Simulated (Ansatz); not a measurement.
# ClGaH₃N with the probe Cl-: a probe moved round a molecule

How does the energy of ClGaH₃N (SMILES [NH2][GaH][Cl]) with the probe Cl- change over two coordinates at once? A grid of runs gives the map.

The runs use Ansatz 0.2.0; RKS PBE0-D4/def2-SVPD.

## 1. The system as given

SMILES `[NH2][GaH][Cl]`, 6 atoms, charge 0, spin multiplicity 1.

Atoms are counted from 1 here; the program's logs count them from 0.

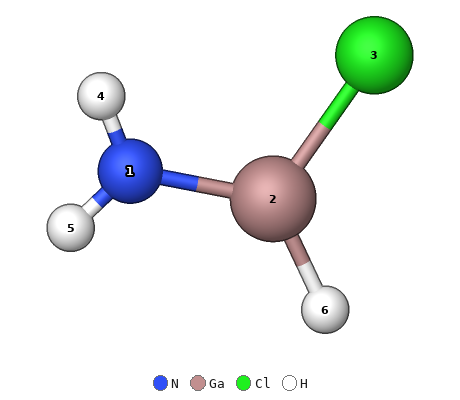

Start geometry, drawn with nitrogen blue, gallium pink, chlorine green, hydrogen white; atoms are numbered from 1 in the order of the file.

Geometry (Å):

```xyz
6

N    -0.1748    0.6607    0.7637
Ga   -0.0912   -0.4892   -0.6387
Cl    1.9153   -1.2877   -0.9645
H     0.6362    0.9006    1.3321
H    -1.0233    1.1339    1.0694
H    -1.2623   -0.9183   -1.5620
```

This geometry comes from a loose relaxation at PBE in a small basis, which is not shown.

## 2. The minimum at this level

Input file input.yaml:

```yaml
crystal:
  periodic: [false, false, false]
  atoms:
    - { symbol: "N", position_ang: [-0.174812, 0.660711, 0.763662] }
    - { symbol: Ga, position_ang: [-0.091154, -0.489162, -0.638719] }
    - { symbol: Cl, position_ang: [1.915291, -1.287723, -0.96447] }
    - { symbol: H, position_ang: [0.63624, 0.900579, 1.332086] }
    - { symbol: H, position_ang: [-1.023294, 1.133899, 1.069447] }
    - { symbol: H, position_ang: [-1.262262, -0.918314, -1.562006] }
basis:
  gaussian: { orbitals: def2-SVPD }
hamiltonian:
  xc: pbe0
  dispersion: d4
output:
  forces: true
relax:
  f_tol: 0.003
  max_steps: 120
```

On the command line:

```sh
$ ansatz run input.yaml --threads 1 --pin off --max-ram 2560MiB --backend cpu --events-out ev --progress --plain --runs-dir out
```

Standard output (excerpt; [...] marks lines left out):

```text
Warning: RAYON_NUM_THREADS=1 ignored (pool sized by the plan → 1); use --threads N
[...]
Functional definition: PBE0
[...]
1123 factors; integrals over basis functions are off by at most 2.9e-4 eV
[...]
mean field -66417.47540120 eV, -2440.7972016124 hartree, gradient 5.4e-5 eV, S^2 0.000000; 0 other end points of the search recorded, 0 dependent functions left out
[...]
reference -66417.47543666 eV, -2440.7972029154 hartree; 29, 29 occupied and 80, 80 virtual orbitals, 1123 factors
relax step   1: F+E_penalty+E_count = -66417.56998250 eV  Δ(F+E_penalty+E_count) = +0.000e0 eV  max|allowed force component| = 3.271e-1 eV/Å  Δτ_max = 0.0000 Å  (26 SCF iters, accepted)
[...]
relax step   4: F+E_penalty+E_count = -66417.57845412 eV  Δ(F+E_penalty+E_count) = -4.036e-6 eV  max|allowed force component| = 4.423e-3 eV/Å  Δτ_max = 0.0007 Å  (20 SCF iters, accepted)
[...]
relax step   5: F+E_penalty+E_count = -66417.57845588 eV  Δ(F+E_penalty+E_count) = -1.760e-6 eV  max|allowed force component| = 1.620e-3 eV/Å  Δτ_max = 0.0008 Å  (20 SCF iters, accepted)
1123 factors; integrals over basis functions are off by at most 3.1e-4 eV
mean field -66417.48338058 eV, -2440.7974948490 hartree, gradient 1.6e-5 eV, S^2 0.000000; 1 other end points of the search recorded, 0 dependent functions left out
[...]
reference -66417.48341602 eV, -2440.7974961515 hartree; 29, 29 occupied and 80, 80 virtual orbitals, 1123 factors
Total energy: -66417.57849132 eV, -2440.8009901045 hartree
Atom 0 at    -0.173994     0.657070     0.758898 Å, force     0.000945    -0.000005     0.001366 eV/Å
Atom 1 at    -0.087658    -0.484510    -0.631682 Å, force    -0.000100    -0.000730    -0.001620 eV/Å
Atom 2 at     1.900547    -1.282317    -0.962591 Å, force    -0.000429     0.000094     0.000208 eV/Å
Atom 3 at     0.628344     0.896791     1.324839 Å, force    -0.000726     0.000480    -0.000207 eV/Å
Atom 4 at    -1.015764     1.125797     1.062178 Å, force     0.000005    -0.000195    -0.000370 eV/Å
Atom 5 at    -1.251466    -0.912841    -1.551643 Å, force     0.000305     0.000356     0.000624 eV/Å
Dipole moment:    -0.442209     0.292392     0.216976 e Å
```

It took 15 s on 1 thread of Intel Xeon 6975P-C (Granite Rapids), shared host; peak memory 0.26 GiB.

Step by step:

```csv
step,energy from step 1 (eV),largest force component (eV/Å)
1,0.0000,0.3271
2,-0.0079,0.0929
3,-0.0085,0.0108
4,-0.0085,0.0044
5,-0.0085,0.0016
```

Distances of close pairs at the start and the end, largest changes first:

```csv
bond,before (Å),after (Å),change (Å)
Ga2–Cl3,2.184,2.168,-0.016
N1–Ga2,1.815,1.801,-0.014
N1–H5,1.018,1.010,-0.008
N1–H4,1.019,1.011,-0.008
Ga2–H6,1.552,1.544,-0.008
```

## 3. The part Cl− alone, at the geometry typed

Input file input.yaml:

```yaml
crystal:
  periodic: [false, false, false]
  atoms:
    - { symbol: Cl, position_ang: [0.0, 0.0, 0.0] }
total_charge: -1
basis:
  gaussian: { orbitals: def2-SVPD }
hamiltonian:
  xc: pbe0
```

On the command line:

```sh
$ ansatz run input.yaml --threads 1 --pin off --max-ram 2560MiB --backend cpu --events-out ev --progress --plain --runs-dir out
```

Standard output:

```text
Warning: RAYON_NUM_THREADS=1 ignored (pool sized by the plan → 1); use --threads N
Engine: ansatz 0.2.0, x86_64-unknown-linux-gnu
[... 1 set-up line as earlier in the session ...]
  parameter a = 0.25
  parameter kappa = 0.804
  parameter beta = 0.06672455060314922
  exchange = (1 - a)*pbe_x(kappa = kappa, mu = beta*pi^2/3) + a*exact_x
  correlation = pbe_c(beta = beta)
241 factors; their error is unknown
mean field evaluation 1: about -12514.4560 eV, gradient 2.8e1 eV
mean field evaluation 2: about -12514.5157 eV, gradient 2.9e1 eV
mean field evaluation 4: about -12516.6742 eV, gradient 1.3e-1 eV
mean field evaluation 8: about -12516.7547 eV, gradient 1.5e-4 eV
mean field -12516.75470856 eV, -459.9822513785 hartree, gradient 1.6e-6 eV, S^2 0.000000; 0 other end points of the search recorded, 0 dependent functions left out
reference -12516.75472559 eV, -459.9822520042 hartree; 9, 9 occupied and 18, 18 virtual orbitals, 241 factors
Total energy: -12516.75472559 eV, -459.9822520042 hartree
```

It took 0.14 s on 1 thread of Intel Xeon 6975P-C (Granite Rapids), shared host; peak memory 0.078 GiB.

## 4. The grid

The probe is moved over a plane parallel to the molecule's main plane, 3.10 Å above it (x and y are the axes of that plane, centred on the molecule).

The axes are (1) x of the probe's Cl atom: 11 values from −3.65 Å; (2) y of the probe's Cl atom: 11 values from −3.65 Å.

Nothing else is relaxed (molecule and probe rigid). Energies count from molecule and probe far apart, each relaxed in its own basis (no counterpoise correction). Points are written as (first, second).

The probe Cl- moves over a plane: parallel to the molecule's main plane, 3.10 Å above it. The molecule is turned into the frame of its main axes, as the inputs below show.

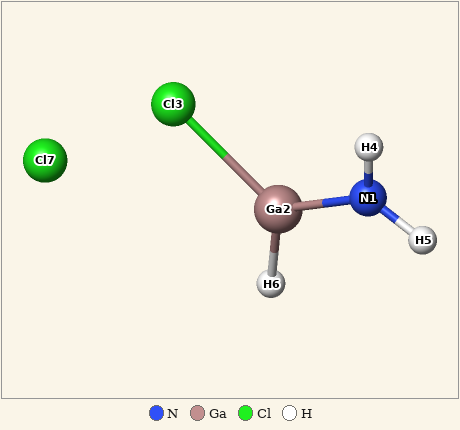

The geometry at (−2.19 Å, 1.46 Å).

Of the runs on the grid, 3 are shown in the steps below; the others differ only in the two coordinates.

## 5. Grid point (−2.19 Å, 1.46 Å)

Input file input.yaml:

```yaml
crystal:
  periodic: [false, false, false]
  atoms:
    - { symbol: "N", position_ang: [1.574703, 0.412243, 0.0] }
    - { symbol: Ga, position_ang: [0.169696, -0.714844, 0.0] }
    - { symbol: Cl, position_ang: [-1.7444, 0.302601, 0.0] }
    - { symbol: H, position_ang: [1.473601, 1.417867, -0.000718] }
    - { symbol: H, position_ang: [2.541663, 0.120265, -0.000229] }
    - { symbol: H, position_ang: [0.220666, -2.258103, 0.000325] }
    - { symbol: Cl, position_ang: [-2.19, 1.46, 3.1] }
total_charge: -1
basis:
  gaussian: { orbitals: def2-SVPD }
hamiltonian:
  xc: pbe0
  dispersion: d4
output:
  forces: true
```

On the command line:

```sh
$ ansatz run input.yaml --threads 1 --pin off --max-ram 2560MiB --backend cpu --events-out ev --progress --plain --runs-dir out
```

Standard output (excerpt; [...] marks lines left out):

```text
Warning: RAYON_NUM_THREADS=1 ignored (pool sized by the plan → 1); use --threads N
[...]
[... 1 set-up line as earlier in the session ...]
[...]
1284 factors; integrals over basis functions are off by at most 1.3e-3 eV
[...]
mean field -78934.09521944 eV, -2900.7744958630 hartree, gradient 5.1e-5 eV, S^2 0.000000; 0 other end points of the search recorded, 0 dependent functions left out
[...]
reference -78934.09525752 eV, -2900.7744972623 hartree; 38, 38 occupied and 98, 98 virtual orbitals, 1284 factors
Total energy: -78934.23946957 eV, -2900.7797969575 hartree
Atom 0 at     1.574703     0.412243     0.000000 Å, force     0.384556    -0.046082    -0.192377 eV/Å
Atom 1 at     0.169696    -0.714844     0.000000 Å, force    -0.823824     0.424992     0.263904 eV/Å
Atom 2 at    -1.744400     0.302601     0.000000 Å, force     0.368353    -0.321211    -0.379428 eV/Å
Atom 3 at     1.473601     1.417867    -0.000718 Å, force    -0.088030    -0.019690     0.099984 eV/Å
Atom 4 at     2.541663     0.120265    -0.000229 Å, force    -0.017164     0.036905     0.023836 eV/Å
Atom 5 at     0.220666    -2.258103     0.000325 Å, force     0.127923    -0.114165    -0.024483 eV/Å
Atom 6 at    -2.190000     1.460000     3.100000 Å, force     0.048187     0.039251     0.208563 eV/Å
Dipole moment:     1.897596    -1.257948    -2.132076 e Å
```

Run time: 4.4 s. Hardware: 1 thread of Intel Xeon 6975P-C (Granite Rapids), shared host; peak memory 0.34 GiB.

Energy on the map's scale: 9 kJ/mol.

## 6. Point (0.00 Å, −0.73 Å)

input.yaml: that of step 5 with these lines changed.

```diff
@@ -9,3 +9,3 @@
     - { symbol: H, position_ang: [0.220666, -2.258103, 0.000325] }
-    - { symbol: Cl, position_ang: [-2.19, 1.46, 3.1] }
+    - { symbol: Cl, position_ang: [0.0, -0.73, 3.1] }
 total_charge: -1
```

On the command line:

```sh
$ ansatz run input.yaml --threads 1 --pin off --max-ram 2560MiB --backend cpu --events-out ev --progress --plain --runs-dir out
```

Standard output (excerpt; [...] marks lines left out):

```text
Warning: RAYON_NUM_THREADS=1 ignored (pool sized by the plan → 1); use --threads N
[...]
[... 1 set-up line as earlier in the session ...]
[...]
1283 factors; integrals over basis functions are off by at most 1.6e-3 eV
[...]
mean field -78934.95792803 eV, -2900.8061998190 hartree, gradient 3.1e-5 eV, S^2 0.000000; 0 other end points of the search recorded, 0 dependent functions left out
[...]
reference -78934.95796537 eV, -2900.8062011910 hartree; 38, 38 occupied and 98, 98 virtual orbitals, 1283 factors
Total energy: -78935.12635931 eV, -2900.8123895544 hartree
Atom 0 at     1.574703     0.412243     0.000000 Å, force     0.449283     0.377113    -0.711044 eV/Å
Atom 1 at     0.169696    -0.714844     0.000000 Å, force    -0.053921    -0.342784     2.120434 eV/Å
Atom 2 at    -1.744400     0.302601     0.000000 Å, force    -0.419322     0.248664    -0.491642 eV/Å
Atom 3 at     1.473601     1.417867    -0.000718 Å, force    -0.002357    -0.075339     0.090972 eV/Å
Atom 4 at     2.541663     0.120265    -0.000229 Å, force    -0.071089     0.015019     0.059678 eV/Å
Atom 5 at     0.220666    -2.258103     0.000325 Å, force     0.003864    -0.095559    -0.423755 eV/Å
Atom 6 at     0.000000    -0.730000     3.100000 Å, force     0.093541    -0.127116    -0.644643 eV/Å
Dipole moment:     0.423725     0.177181    -1.688003 e Å
```

Wall time 4.5 s (1 thread of Intel Xeon 6975P-C (Granite Rapids), shared host); peak memory 0.34 GiB.

Energy on the map's scale: −77 kJ/mol.

## 7. Point (−2.92 Å, 0.00 Å)

input.yaml: that of step 6 with these lines changed.

```diff
@@ -9,3 +9,3 @@
     - { symbol: H, position_ang: [0.220666, -2.258103, 0.000325] }
-    - { symbol: Cl, position_ang: [0.0, -0.73, 3.1] }
+    - { symbol: Cl, position_ang: [-2.92, 0.0, 3.1] }
 total_charge: -1
```

On the command line:

```sh
$ ansatz run input.yaml --threads 1 --pin off --max-ram 2560MiB --backend cpu --events-out ev --progress --plain --runs-dir out
```

Standard output (excerpt; [...] marks lines left out):

```text
Warning: RAYON_NUM_THREADS=1 ignored (pool sized by the plan → 1); use --threads N
[...]
[... 1 set-up line as earlier in the session ...]
[...]
1284 factors; integrals over basis functions are off by at most 1.3e-3 eV
[...]
mean field -78934.08937088 eV, -2900.7742809324 hartree, gradient 4.9e-5 eV, S^2 0.000000; 0 other end points of the search recorded, 0 dependent functions left out
[...]
reference -78934.08940905 eV, -2900.7742823350 hartree; 38, 38 occupied and 98, 98 virtual orbitals, 1284 factors
Total energy: -78934.23256745 eV, -2900.7795433095 hartree
Atom 0 at     1.574703     0.412243     0.000000 Å, force     0.425685     0.059963    -0.123833 eV/Å
Atom 1 at     0.169696    -0.714844     0.000000 Å, force    -0.966221     0.220036     0.280505 eV/Å
Atom 2 at    -1.744400     0.302601     0.000000 Å, force     0.453244    -0.156171    -0.399625 eV/Å
Atom 3 at     1.473601     1.417867    -0.000718 Å, force    -0.052478    -0.033306     0.047460 eV/Å
Atom 4 at     2.541663     0.120265    -0.000229 Å, force    -0.009245     0.040459     0.027174 eV/Å
Atom 5 at     0.220666    -2.258103     0.000325 Å, force     0.139690    -0.072604    -0.053564 eV/Å
Atom 6 at    -2.920000     0.000000     3.100000 Å, force     0.009325    -0.058378     0.221883 eV/Å
Dipole moment:     2.394085    -0.262651    -2.135465 e Å
```

Wall time 4.4 s (1 thread of Intel Xeon 6975P-C (Granite Rapids), shared host); peak memory 0.34 GiB.

Energy on the map's scale: 10 kJ/mol.

## 8. All points together

121 points were computed. Energies in kJ/mol, from molecule and probe far apart, each relaxed in its own basis (no counterpoise correction):

```
y of the probe's Cl atom (Å) ↓, x of the probe's Cl atom (Å) →  −3.65  −2.92  −2.19  −1.46  −0.73  0.00  0.73  1.46  2.19  2.92  3.65
                                                          3.65      9      8      5      2     −2    −7   −12   −15   −17   −17   −17
                                                          2.92      9      8      6      2     −4   −11   −16   −19   −21   −21   −20
                                                          2.19     10      9      7      2     −7   −15   −19   −21   −23   −24   −24
                                                          1.46     10     10      9      2    −11   −21   −23   −21   −22   −25   −27
                                                          0.73     11     12     11      0    −21   −36   −33   −23   −22   −26   −29
                                                          0.00     10     10      6    −11    −41   −59   −53   −36   −29   −30   −31
                                                         −0.73      7      4     −5    −28    −58   −77   −71   −53   −40   −35   −33
                                                         −1.46      5     −2    −14    −35    −60   −75   −72   −59   −46   −38   −33
                                                         −2.19      2     −4    −16    −32    −48   −58   −58   −51   −42   −35   −30
                                                         −2.92      1     −4    −13    −24    −34   −41   −42   −39   −35   −30   −25
                                                         −3.65      1     −4    −10    −17    −24   −28   −30   −29   −27   −24   −21
```

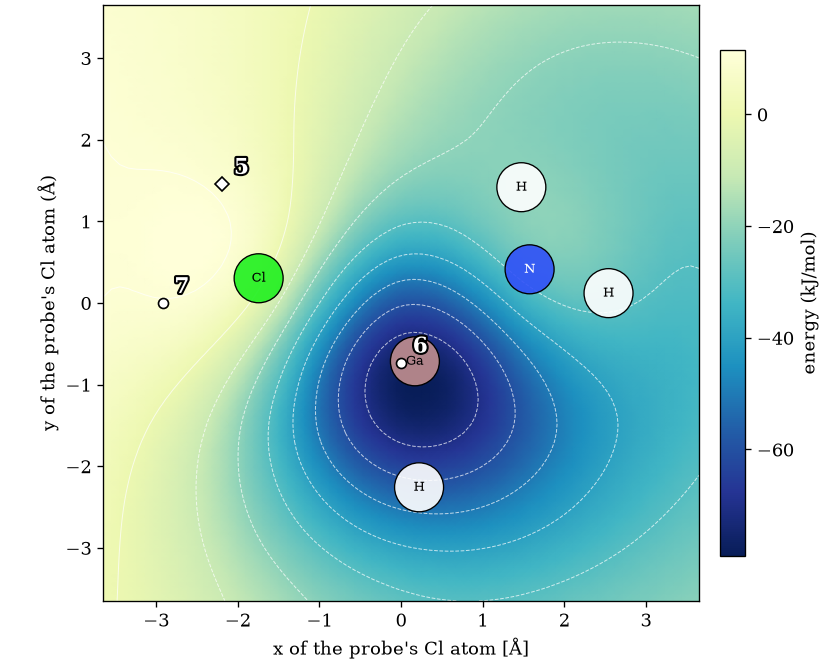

The map; numbers mark the steps of this session that print a point's run. The picture shows a smooth colour map, labelled circles for the molecule's atoms, projected on the plane.

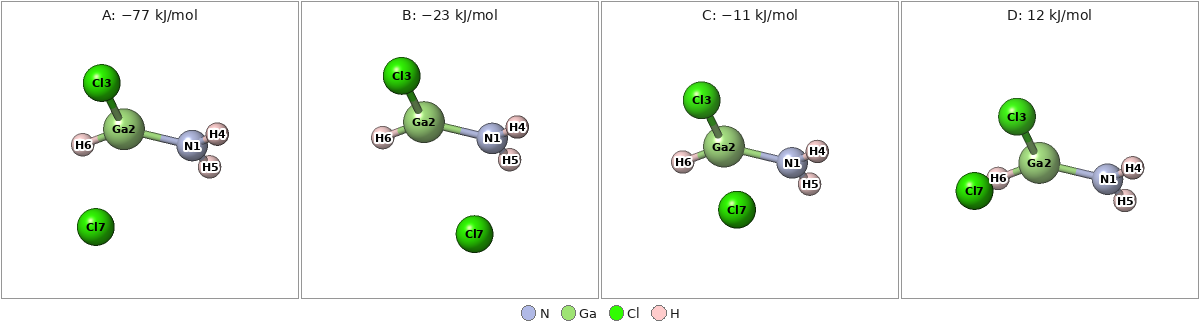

Structures on the grid, at one scale: A at (0.00 Å, −0.73 Å); B at (1.46 Å, 0.73 Å); C at (−0.73 Å, 1.46 Å); D at (−2.92 Å, 0.73 Å).

The charge on the probe (e) at each point:

| y of the probe's Cl atom (Å) ↓, x of the probe's Cl atom (Å) → | −3.65 | −2.92 | −2.19 | −1.46 | −0.73 | 0.00 | 0.73 | 1.46 | 2.19 | 2.92 | 3.65 |
| --- | --- | --- | --- | --- | --- | --- | --- | --- | --- | --- | --- |
| 3.65 | −0.999 | −0.999 | −0.998 | −0.997 | −0.996 | −0.994 | −0.993 | −0.993 | −0.994 | −0.996 | −0.998 |
| 2.92 | −0.999 | −0.998 | −0.996 | −0.994 | −0.992 | −0.990 | −0.988 | −0.989 | −0.991 | −0.994 | −0.997 |
| 2.19 | −0.999 | −0.996 | −0.992 | −0.987 | −0.985 | −0.982 | −0.983 | −0.985 | −0.988 | −0.992 | −0.995 |
| 1.46 | −0.997 | −0.992 | −0.983 | −0.975 | −0.968 | −0.965 | −0.970 | −0.978 | −0.984 | −0.989 | −0.992 |
| 0.73 | −0.996 | −0.988 | −0.972 | −0.954 | −0.939 | −0.934 | −0.943 | −0.961 | −0.977 | −0.986 | −0.990 |
| 0.00 | −0.995 | −0.984 | −0.962 | −0.931 | −0.912 | −0.909 | −0.917 | −0.939 | −0.965 | −0.981 | −0.987 |
| −0.73 | −0.994 | −0.982 | −0.956 | −0.921 | −0.902 | −0.902 | −0.910 | −0.930 | −0.957 | −0.976 | −0.985 |
| −1.46 | −0.993 | −0.981 | −0.959 | −0.928 | −0.906 | −0.903 | −0.914 | −0.934 | −0.958 | −0.975 | −0.985 |
| −2.19 | −0.994 | −0.984 | −0.968 | −0.945 | −0.924 | −0.916 | −0.924 | −0.943 | −0.964 | −0.978 | −0.987 |
| −2.92 | −0.995 | −0.989 | −0.978 | −0.963 | −0.948 | −0.940 | −0.943 | −0.956 | −0.971 | −0.982 | −0.990 |
| −3.65 | −0.997 | −0.993 | −0.987 | −0.978 | −0.969 | −0.965 | −0.966 | −0.973 | −0.982 | −0.989 | −0.994 |

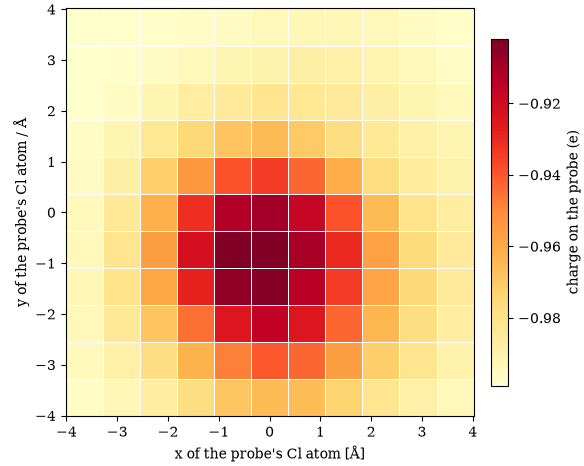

The charge on the probe over the grid. In the figure: one coloured cell a grid point.

## 9. What came out

| quantity | value |
| --- | --- |
| lowest point | (0.00 Å, −0.73 Å) [nearest 1 Ga at 3.10 Å], −77 kJ/mol |
| highest computed point | (−2.92 Å, 0.73 Å), 88 kJ/mol above the lowest |
| charge on the probe (e) | −0.999 at (−3.65 Å, 2.19 Å) to −0.902 at (−0.73 Å, −0.73 Å); −0.902 at the lowest point |
| time for the whole task | 9.3 min on 1 thread, shared host |

In words: The lowest computed point is at (0.00 Å, −0.73 Å) [nearest 1 Ga at 3.10 Å], −77 kJ/mol from molecule and probe far apart, each relaxed in its own basis (no counterpoise correction). The grid is coarse, so the lowest point of the scanned range may lie between grid points; coordinates that were held can hide deeper minima. The grid shows no other well, apart from its symmetry copies. The highest computed point, (−2.92 Å, 0.73 Å) [nearest 1 Cl at 3.34 Å], lies 88 kJ/mol above the lowest. Near the minimum the curvatures are about 0.39 and 0.45 eV/Å² along the soft and the stiff direction. No counterpoise correction was made, so wells between separate parts tend to come out somewhat too deep.
